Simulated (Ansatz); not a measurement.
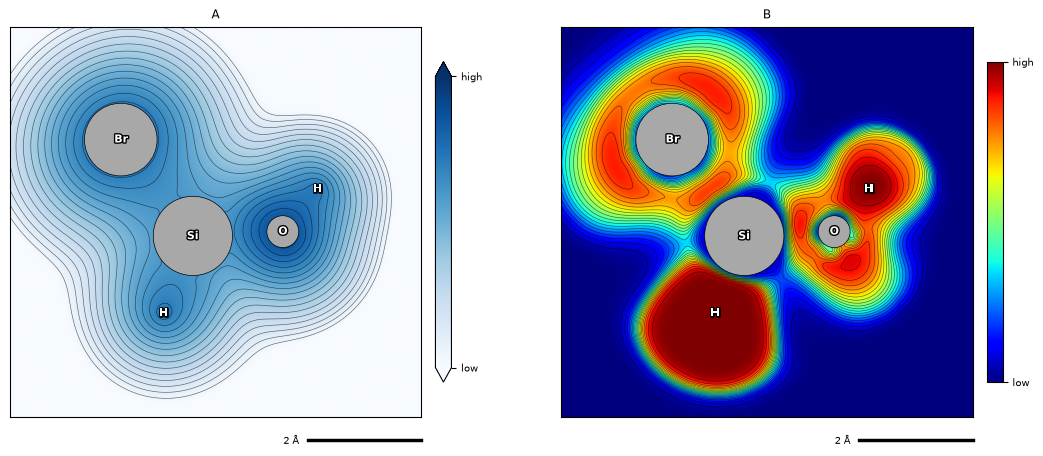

BrH2OSi (charge +1): 2 fields on the molecular plane, with unlabelled colour scales. Grey discs cover the atomic cores.

All numbers below come from RKS B3LYP-D4/def2-SVP in Ansatz 0.2.0.

Which field does each panel show? The fields are: electron density and electron localisation function.

Answer. Panel A: electron density. Panel B: electron localisation function. From the grid: Si–O (1.59 Å): the density is about 1.2 e/Å³ at the midpoint; the ELF peaks at about 0.85 between the atoms, as expected for a polar covalent bond. Si–Br (2.12 Å): the density is about 0.9 e/Å³ at the midpoint; the ELF peaks at about 0.85 between the atoms; a shared but strongly polarised pair.
